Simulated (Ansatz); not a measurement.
# H3S2: molecular dynamics (part 3 of 4)

Continued. System: H3S2, multiplicity 2. Method: UKS B3LYP/def2-mTZVP (Ansatz 0.2.0). It belongs to a series of runs on one base structure; here: dynamics from the highest image of the converged band.

Geometry of the input (Å):
```
H  0.1469  -0.4701  -0.2190
S  -0.6753  -0.8776  1.0911
S  0.7506  0.6364  -1.2034
H  0.2551  -0.3477  1.9215
H  -0.4773  1.0589  -1.5902
```

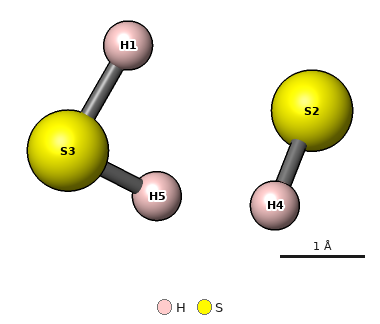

Fig. 1: The geometry at step 68 of the log (ball-and-stick view, seen at a tilt; atoms are numbered from 1 in the order of the input).

**Trajectory as extended XYZ, continued**
```
5
Properties=species:S:1:pos:R:3:forces:R:3 step=13 time_fs=6.5 energy=-21719.31310 temperature=364.0
H     0.1837   -0.4249   -0.3405    0.3774   0.2359  -0.3454
S    -0.6840   -0.8901    1.1062    0.0140   0.0405   0.2654
S     0.7606    0.6425   -1.2184   -0.4402  -0.2695   0.2450
H     0.1988   -0.2275    1.9038   -0.1098  -0.1014  -0.0571
H    -0.4964    1.0995   -1.4553    0.1586   0.0945  -0.1079
5
Properties=species:S:1:pos:R:3:forces:R:3 step=15 time_fs=7.5 energy=-21719.32604 temperature=397.4
H     0.1990   -0.4109   -0.3675    0.3978   0.1787  -0.3678
S    -0.6856   -0.8922    1.1085    0.1148   0.1300   0.4741
S     0.7613    0.6434   -1.2205   -0.0730  -0.3324   0.2564
H     0.1946   -0.2067    1.9061   -0.2542  -0.2168  -0.1780
H    -0.4825    1.1037   -1.4343   -0.1853   0.2405  -0.1847
5
Properties=species:S:1:pos:R:3:forces:R:3 step=18 time_fs=9.0 energy=-21719.34203 temperature=438.6
H     0.2290   -0.3873   -0.4145    0.3131  -0.0960  -0.2560
S    -0.6878   -0.8952    1.1122    0.1562   0.1866   0.6848
S     0.7625    0.6444   -1.2236    0.4642  -0.1852   0.0807
H     0.1835   -0.1795    1.9061   -0.3589  -0.3119  -0.2609
H    -0.4657    1.1147   -1.4062   -0.5745   0.4065  -0.2487
5
Properties=species:S:1:pos:R:3:forces:R:3 step=20 time_fs=10.0 energy=-21719.34985 temperature=458.4
H     0.2529   -0.3724   -0.4490    0.1493  -0.4487  -0.0446
S    -0.6893   -0.8971    1.1149    0.1079   0.1612   0.7250
S     0.7634    0.6450   -1.2257    0.7062   0.1697  -0.2010
H     0.1720   -0.1650    1.9030   -0.3406  -0.3052  -0.2385
H    -0.4609    1.1267   -1.3904   -0.6228   0.4229  -0.2410
5
Properties=species:S:1:pos:R:3:forces:R:3 step=23 time_fs=11.5 energy=-21719.34699 temperature=451.1
H     0.2905   -0.3595   -0.5007   -0.2104  -1.1379   0.3993
S    -0.6914   -0.8999    1.1194   -0.0554   0.0341   0.6244
S     0.7651    0.6461   -1.2289    0.8012   1.0237  -0.7609
H     0.1489   -0.1485    1.8945   -0.1927  -0.1872  -0.0989
H    -0.4642    1.1518   -1.3709   -0.3426   0.2673  -0.1639
5
Properties=species:S:1:pos:R:3:forces:R:3 step=25 time_fs=12.5 energy=-21719.34109 temperature=436.6
H     0.3137   -0.3635   -0.5310   -0.4106  -1.4739   0.6061
S    -0.6928   -0.9017    1.1226   -0.1994  -0.0934   0.4760
S     0.7666    0.6472   -1.2313    0.6772   1.5437  -1.0306
H     0.1310   -0.1399    1.8875   -0.0409  -0.0539   0.0407
H    -0.4710    1.1720   -1.3599   -0.0264   0.0776  -0.0922
5
Properties=species:S:1:pos:R:3:forces:R:3 step=28 time_fs=14.0 energy=-21719.36038 temperature=486.2
H     0.3409   -0.3957   -0.5657   -0.4541  -1.3350   0.5014
S    -0.6951   -0.9046    1.1277   -0.3955  -0.2869   0.2208
S     0.7691    0.6497   -1.2354    0.2626   1.6889  -0.9710
H     0.1039   -0.1276    1.8781    0.1853   0.1581   0.2446
H    -0.4806    1.2031   -1.3449    0.4018  -0.2250   0.0041
5
Properties=species:S:1:pos:R:3:forces:R:3 step=30 time_fs=15.0 energy=-21719.38876 temperature=558.5
H     0.3537   -0.4334   -0.5827   -0.3301  -0.8099   0.2015
S    -0.6967   -0.9066    1.1312   -0.4596  -0.3646   0.0895
S     0.7710    0.6520   -1.2386   -0.0500   1.3060  -0.6605
H     0.0877   -0.1177    1.8744    0.2779   0.2501   0.3227
H    -0.4829    1.2216   -1.3350    0.5617  -0.3815   0.0468
5
Properties=species:S:1:pos:R:3:forces:R:3 step=33 time_fs=16.5 energy=-21719.41051 temperature=614.2
H     0.3674   -0.5024   -0.6056   -0.1036   0.1832  -0.2703
S    -0.6994   -0.9098    1.1365   -0.3998  -0.3343   0.0226
S     0.7737    0.6561   -1.2437   -0.3163   0.4067  -0.1203
H     0.0684   -0.0985    1.8747    0.2679   0.2379   0.2931
H    -0.4761    1.2421   -1.3192    0.5517  -0.4935   0.0748
5
Properties=species:S:1:pos:R:3:forces:R:3 step=35 time_fs=17.5 energy=-21719.40069 temperature=589.2
H     0.3749   -0.5475   -0.6235    0.0024   0.7489  -0.4810
S    -0.7014   -0.9120    1.1400   -0.2717  -0.2183   0.0683
S     0.7753    0.6590   -1.2471   -0.2827  -0.1829   0.1523
H     0.0588   -0.0828    1.8785    0.1714   0.1298   0.1848
H    -0.4651    1.2501   -1.3078    0.3806  -0.4774   0.0756
5
Properties=species:S:1:pos:R:3:forces:R:3 step=38 time_fs=19.0 energy=-21719.36754 temperature=504.5
H     0.3865   -0.6007   -0.6592    0.0815   1.3086  -0.6324
S    -0.7045   -0.9155    1.1454   -0.0393   0.0236   0.2182
S     0.7777    0.6633   -1.2522    0.0517  -0.8895   0.3780
H     0.0470   -0.0575    1.8869   -0.0290  -0.1052  -0.0295
H    -0.4425    1.2538   -1.2894   -0.0648  -0.3374   0.0656
5
Properties=species:S:1:pos:R:3:forces:R:3 step=41 time_fs=20.5 energy=-21719.35123 temperature=463.2
H     0.3997   -0.6263   -0.7083    0.0896   1.5014  -0.6456
S    -0.7076   -0.9190    1.1509    0.1324   0.2323   0.3733
S     0.7802    0.6669   -1.2570    0.5332  -1.2855   0.4113
H     0.0346   -0.0343    1.8948   -0.1929  -0.3074  -0.1981
H    -0.4214    1.2503   -1.2696   -0.5622  -0.1408   0.0591
5
Properties=species:S:1:pos:R:3:forces:R:3 step=43 time_fs=21.5 energy=-21719.36924 temperature=509.6
H     0.4096   -0.6256   -0.7487    0.0534   1.3968  -0.5855
S    -0.7097   -0.9212    1.1547    0.1810   0.3068   0.4348
S     0.7820    0.6689   -1.2601    0.7859  -1.2793   0.3388
H     0.0243   -0.0223    1.8980   -0.2453  -0.3749  -0.2469
H    -0.4134    1.2460   -1.2557   -0.7749  -0.0495   0.0588
5
Properties=species:S:1:pos:R:3:forces:R:3 step=46 time_fs=23.0 energy=-21719.43421 temperature=675.6
H     0.4251   -0.6008   -0.8194   -0.0988   0.7747  -0.3642
S    -0.7126   -0.9244    1.1606    0.1510   0.2905   0.4210
S     0.7851    0.6712   -1.2645    0.9060  -0.6697   0.1005
H     0.0045   -0.0109    1.8983   -0.2204  -0.3435  -0.2075
H    -0.4152    1.2387   -1.2337   -0.7377  -0.0521   0.0502
5
Properties=species:S:1:pos:R:3:forces:R:3 step=48 time_fs=24.0 energy=-21719.46842 temperature=762.6
H     0.4344   -0.5742   -0.8712   -0.2833   0.0038  -0.1319
S    -0.7145   -0.9264    1.1647    0.0737   0.1956   0.3346
S     0.7876    0.6724   -1.2674    0.8341   0.1733  -0.1177
H    -0.0114   -0.0074    1.8960   -0.1401  -0.2364  -0.1135
H    -0.4253    1.2332   -1.2185   -0.4843  -0.1363   0.0286
5
Properties=species:S:1:pos:R:3:forces:R:3 step=51 time_fs=25.5 energy=-21719.45313 temperature=724.5
H     0.4426   -0.5371   -0.9506   -0.6145  -1.3964   0.2020
S    -0.7174   -0.9294    1.1711   -0.0897  -0.0324   0.1237
S     0.7917    0.6745   -1.2718    0.6261   1.7063  -0.3836
H    -0.0374   -0.0060    1.8910    0.0380   0.0100   0.0869
H    -0.4481    1.2221   -1.1953    0.0401  -0.2874  -0.0290
5
Properties=species:S:1:pos:R:3:forces:R:3 step=53 time_fs=26.5 energy=-21719.43003 temperature=666.9
H     0.4412   -0.5271   -1.0015   -0.7266  -1.9642   0.2676
S    -0.7193   -0.9313    1.1754   -0.1942  -0.1916  -0.0240
S     0.7947    0.6764   -1.2749    0.4138   2.3238  -0.3872
H    -0.0546   -0.0053    1.8883    0.1553   0.1795   0.2175
H    -0.4635    1.2116   -1.1800    0.3518  -0.3476  -0.0740
5
Properties=species:S:1:pos:R:3:forces:R:3 step=56 time_fs=28.0 energy=-21719.46618 temperature=758.8
H     0.4265   -0.5463   -1.0736   -0.5026  -1.5044   0.0771
S    -0.7223   -0.9344    1.1818   -0.2712  -0.3287  -0.1600
S     0.7993    0.6806   -1.2797   -0.0941   1.8379  -0.1124
H    -0.0773   -0.0006    1.8885    0.2498   0.3275   0.3233
H    -0.4797    1.1895   -1.1586    0.6181  -0.3323  -0.1280
5
Properties=species:S:1:pos:R:3:forces:R:3 step=58 time_fs=29.0 energy=-21719.51084 temperature=872.2
H     0.4103   -0.5779   -1.1204   -0.1568  -0.5727  -0.0921
S    -0.7244   -0.9365    1.1860   -0.2427  -0.3053  -0.1587
S     0.8024    0.6842   -1.2830   -0.4619   0.8231   0.0929
H    -0.0895    0.0062    1.8924    0.2307   0.3086   0.3022
H    -0.4835    1.1708   -1.1458    0.6307  -0.2538  -0.1443
5
Properties=species:S:1:pos:R:3:forces:R:3 step=61 time_fs=30.5 energy=-21719.51834 temperature=891.8
H     0.3844   -0.6327   -1.1926    0.3580   0.7888  -0.2059
S    -0.7276   -0.9399    1.1922   -0.0981  -0.1090  -0.0342
S     0.8068    0.6898   -1.2878   -0.7668  -0.7369   0.2184
H    -0.1041    0.0215    1.9033    0.0979   0.1172   0.1508
H    -0.4784    1.1386   -1.1292    0.4090  -0.0601  -0.1292
5
Properties=species:S:1:pos:R:3:forces:R:3 step=63 time_fs=31.5 energy=-21719.48557 temperature=808.4
H     0.3707   -0.6617   -1.2430    0.5997   1.3804  -0.1898
S    -0.7299   -0.9422    1.1964    0.0262   0.0741   0.0864
S     0.8095    0.6934   -1.2910   -0.7441  -1.4876   0.1816
H    -0.1124    0.0334    1.9125   -0.0193  -0.0625   0.0149
H    -0.4697    1.1161   -1.1197    0.1376   0.0956  -0.0930
5
Properties=species:S:1:pos:R:3:forces:R:3 step=66 time_fs=33.0 energy=-21719.44093 temperature=694.6
H     0.3612   -0.6796   -1.3218    0.7845   1.7470  -0.1021
S    -0.7332   -0.9456    1.2027    0.1820   0.3147   0.2388
S     0.8130    0.6978   -1.2956   -0.4882  -2.0780   0.0366
H    -0.1256    0.0496    1.9264   -0.1646  -0.2964  -0.1578
H    -0.4552    1.0845   -1.1069   -0.3137   0.3127  -0.0155
5
Properties=species:S:1:pos:R:3:forces:R:3 step=68 time_fs=34.0 energy=-21719.44492 temperature=705.0
H     0.3641   -0.6711   -1.3757    0.7955   1.6768  -0.0402
S    -0.7353   -0.9478    1.2069    0.2387   0.4046   0.2869
S     0.8152    0.7000   -1.2987   -0.2983  -2.1092  -0.0599
H    -0.1361    0.0572    1.9339   -0.2139  -0.3811  -0.2188
H    -0.4487    1.0670   -1.0986   -0.5220   0.4088   0.0321
5
Properties=species:S:1:pos:R:3:forces:R:3 step=71 time_fs=35.5 energy=-21719.50587 temperature=860.7
H     0.3823   -0.6295   -1.4572    0.6336   1.0908  -0.0053
S    -0.7384   -0.9508    1.2135    0.2359   0.3953   0.2525
S     0.8183    0.7022   -1.3034   -0.1434  -1.5577  -0.1010
H    -0.1558    0.0618    1.9414   -0.1995  -0.3636  -0.2057
H    -0.4483    1.0480   -1.0856   -0.5267   0.4353   0.0595
5
Properties=species:S:1:pos:R:3:forces:R:3 step=73 time_fs=36.5 energy=-21719.54980 temperature=972.7
H     0.4022   -0.5879   -1.5116    0.3970   0.3627  -0.0671
S    -0.7404   -0.9526    1.2180    0.1798   0.2930   0.1604
S     0.8203    0.7030   -1.3065   -0.1171  -0.7740  -0.0026
H    -0.1713    0.0605    1.9439   -0.1357  -0.2566  -0.1296
H    -0.4543    1.0405   -1.0763   -0.3241   0.3750   0.0388
5
Properties=species:S:1:pos:R:3:forces:R:3 step=76 time_fs=38.0 energy=-21719.55144 temperature=977.4
H     0.4382   -0.5219   -1.5950   -0.0812  -1.0174  -0.3398
S    -0.7432   -0.9553    1.2248    0.0435   0.0378  -0.0464
S     0.8233    0.7039   -1.3112   -0.0929   0.7683   0.3703
H    -0.1966    0.0545    1.9456    0.0104   0.0031   0.0530
H    -0.4682    1.0357   -1.0618    0.1202   0.2082  -0.0371
5
Properties=species:S:1:pos:R:3:forces:R:3 step=78 time_fs=39.0 energy=-21719.52178 temperature=903.0
H     0.4620   -0.4881   -1.6543   -0.3386  -1.6865  -0.5645
S    -0.7451   -0.9570    1.2293   -0.0512  -0.1467  -0.1900
S     0.8252    0.7047   -1.3142   -0.1063   1.5658   0.6725
H    -0.2136    0.0501    1.9472    0.1099   0.1888   0.1820
H    -0.4766    1.0352   -1.0524    0.3861   0.0786  -0.1000
5
Properties=species:S:1:pos:R:3:forces:R:3 step=81 time_fs=40.5 energy=-21719.52785 temperature=918.5
H     0.4914   -0.4673   -1.7536   -0.3834  -1.4873  -0.5996
S    -0.7480   -0.9597    1.2360   -0.1353  -0.3224  -0.3264
S     0.8281    0.7068   -1.3183   -0.2726   1.5362   0.8075
H    -0.2369    0.0474    1.9531    0.1983   0.3640   0.3011
H    -0.4820    1.0355   -1.0403    0.5930  -0.0905  -0.1825
5
Properties=species:S:1:pos:R:3:forces:R:3 step=84 time_fs=42.0 energy=-21719.57341 temperature=1033.4
H     0.5131   -0.4766   -1.8648   -0.1406  -0.1909  -0.1046
S    -0.7509   -0.9626    1.2424   -0.1062  -0.2760  -0.2987
S     0.8307    0.7099   -1.3219   -0.4269   0.3357   0.3637
H    -0.2562    0.0521    1.9652    0.1708   0.3155   0.2616
H    -0.4750    1.0340   -1.0321    0.5028  -0.1843  -0.2220
5
Properties=species:S:1:pos:R:3:forces:R:3 step=86 time_fs=43.0 energy=-21719.56642 temperature=1015.5
H     0.5255   -0.4871   -1.9409    0.0087   0.6619   0.3389
S    -0.7529   -0.9647    1.2466   -0.0340  -0.1309  -0.1972
S     0.8323    0.7122   -1.3241   -0.3594  -0.5038  -0.0808
H    -0.2669    0.0591    1.9764    0.0989   0.1689   0.1544
H    -0.4642    1.0309   -1.0293    0.2857  -0.1961  -0.2153
5
Properties=species:S:1:pos:R:3:forces:R:3 step=89 time_fs=44.5 energy=-21719.50073 temperature=847.8
H     0.5444   -0.4892   -2.0479    0.1122   1.4511   0.8832
S    -0.7559   -0.9678    1.2528    0.0967   0.1510   0.0028
S     0.8346    0.7152   -1.3275    0.0099  -1.3322  -0.6703
H    -0.2816    0.0720    1.9956   -0.0320  -0.1154  -0.0521
H    -0.4439    1.0228   -1.0287   -0.1869  -0.1546  -0.1635
5
Properties=species:S:1:pos:R:3:forces:R:3 step=91 time_fs=45.5 energy=-21719.45888 temperature=740.8
H     0.5583   -0.4744   -2.1094    0.1119   1.6427   1.0984
S    -0.7579   -0.9698    1.2569    0.1662   0.3121   0.1180
S     0.8360    0.7168   -1.3301    0.3230  -1.5643  -0.9245
H    -0.2915    0.0796    2.0081   -0.1019  -0.2780  -0.1712
H    -0.4319    1.0155   -1.0304   -0.4991  -0.1124  -0.1208
5
Properties=species:S:1:pos:R:3:forces:R:3 step=94 time_fs=47.0 energy=-21719.45572 temperature=732.8
H     0.5809   -0.4229   -2.1818    0.0397   1.5071   1.1534
S    -0.7608   -0.9727    1.2631    0.2111   0.4321   0.2061
S     0.8385    0.7182   -1.3344    0.6422  -1.4599  -1.0020
H    -0.3084    0.0858    2.0235   -0.1482  -0.4008  -0.2643
H    -0.4235    1.0026   -1.0350   -0.7448  -0.0786  -0.0933
5
Properties=species:S:1:pos:R:3:forces:R:3 step=96 time_fs=48.0 energy=-21719.49548 temperature=834.2
H     0.5965   -0.3703   -2.2163   -0.0490   1.1495   0.9685
S    -0.7626   -0.9744    1.2674    0.1963   0.4110   0.1938
S     0.8403    0.7186   -1.3376    0.6659  -1.0874  -0.7902
H    -0.3213    0.0853    2.0308   -0.1349  -0.3820  -0.2549
H    -0.4264    0.9931   -1.0392   -0.6784  -0.0912  -0.1172
5
Properties=species:S:1:pos:R:3:forces:R:3 step=99 time_fs=49.5 energy=-21719.55472 temperature=984.9
H     0.6188   -0.2727   -2.2522   -0.2402   0.2263   0.2596
S    -0.7653   -0.9768    1.2738    0.1156   0.2335   0.0723
S     0.8434    0.7187   -1.3429    0.4698  -0.1083   0.0026
H    -0.3430    0.0781    2.0374   -0.0574  -0.2090  -0.1366
H    -0.4421    0.9770   -1.0478   -0.2877  -0.1425  -0.1979
5
Properties=species:S:1:pos:R:3:forces:R:3 step=101 time_fs=50.5 energy=-21719.54811 temperature=968.2
H     0.6310   -0.2037   -2.2720   -0.3865  -0.5305  -0.4718
S    -0.7670   -0.9784    1.2781    0.0374   0.0461  -0.0577
S     0.8457    0.7187   -1.3464    0.2843   0.6810   0.7875
H    -0.3582    0.0705    2.0399    0.0178  -0.0254  -0.0077
H    -0.4566    0.9646   -1.0558    0.0470  -0.1713  -0.2503
5
Properties=species:S:1:pos:R:3:forces:R:3 step=104 time_fs=52.0 energy=-21719.49058 temperature=823.0
H     0.6420   -0.1113   -2.3123   -0.5116  -1.2906  -1.4187
S    -0.7696   -0.9806    1.2846   -0.0753  -0.2412  -0.2574
S     0.8493    0.7191   -1.3512    0.0085   1.4481   1.7633
H    -0.3805    0.0593    2.0441    0.1252   0.2561   0.1924
H    -0.4766    0.9430   -1.0724    0.4532  -0.1725  -0.2794
5
Properties=species:S:1:pos:R:3:forces:R:3 step=106 time_fs=53.0 energy=-21719.48729 temperature=814.6
H     0.6435   -0.0641   -2.3548   -0.4436  -1.2031  -1.4513
S    -0.7713   -0.9822    1.2888   -0.1198  -0.3632  -0.3409
S     0.8516    0.7198   -1.3538   -0.1898   1.3331   1.7694
H    -0.3941    0.0544    2.0489    0.1663   0.3745   0.2770
H    -0.4851    0.9265   -1.0867    0.5869  -0.1413  -0.2542
5
Properties=species:S:1:pos:R:3:forces:R:3 step=109 time_fs=54.5 energy=-21719.53747 temperature=941.0
H     0.6383   -0.0131   -2.4424   -0.1385  -0.4060  -0.5013
S    -0.7740   -0.9848    1.2949   -0.1134  -0.3524  -0.3257
S     0.8551    0.7217   -1.3567   -0.4444   0.4591   0.7181
H    -0.4114    0.0539    2.0610    0.1555   0.3593   0.2648
H    -0.4874    0.8994   -1.1126    0.5409  -0.0599  -0.1558
5
Properties=species:S:1:pos:R:3:forces:R:3 step=111 time_fs=55.5 energy=-21719.54462 temperature=959.0
H     0.6328    0.0149   -2.5083    0.0933   0.1460   0.3440
S    -0.7758   -0.9866    1.2989   -0.0665  -0.2212  -0.2249
S     0.8572    0.7231   -1.3584   -0.4916  -0.1555  -0.2226
H    -0.4211    0.0579    2.0722    0.1062   0.2259   0.1663
H    -0.4824    0.8805   -1.1318    0.3585   0.0048  -0.0628
5
Properties=species:S:1:pos:R:3:forces:R:3 step=114 time_fs=57.0 energy=-21719.48708 temperature=812.2
H     0.6267    0.0604   -2.5989    0.3563   0.6349   1.3014
S    -0.7785   -0.9895    1.3047    0.0277   0.0615  -0.0092
S     0.8602    0.7252   -1.3610   -0.3360  -0.7313  -1.3352
H    -0.4339    0.0673    2.0917    0.0090  -0.0594  -0.0455
H    -0.4694    0.8524   -1.1615   -0.0571   0.0943   0.0885
5
Properties=species:S:1:pos:R:3:forces:R:3 step=116 time_fs=58.0 energy=-21719.43850 temperature=688.1
H     0.6266    0.0978   -2.6451    0.4605   0.7396   1.6366
S    -0.7804   -0.9914    1.3086    0.0814   0.2346   0.1245
S     0.8620    0.7263   -1.3633   -0.1595  -0.8770  -1.7634
H    -0.4422    0.0733    2.1044   -0.0467  -0.2341  -0.1762
H    -0.4607    0.8347   -1.1805   -0.3358   0.1369   0.1786
5
Properties=species:S:1:pos:R:3:forces:R:3 step=119 time_fs=59.5 energy=-21719.41521 temperature=628.5
H     0.6348    0.1668   -2.6848    0.5209   0.6604   1.6976
S    -0.7831   -0.9942    1.3145    0.1215   0.3812   0.2433
S     0.8647    0.7275   -1.3676    0.0084  -0.8214  -1.9222
H    -0.4556    0.0777    2.1201   -0.0903  -0.3838  -0.2901
H    -0.4543    0.8107   -1.2055   -0.5605   0.1637   0.2714
5
Properties=species:S:1:pos:R:3:forces:R:3 step=122 time_fs=61.0 energy=-21719.46438 temperature=753.8
H     0.6540    0.2498   -2.6888    0.4699   0.3737   1.1992
S    -0.7857   -0.9966    1.3206    0.1038   0.3469   0.2294
S     0.8673    0.7281   -1.3732   -0.0713  -0.5174  -1.4592
H    -0.4708    0.0742    2.1297   -0.0773  -0.3538  -0.2698
H    -0.4594    0.7901   -1.2247   -0.4251   0.1506   0.3004
```
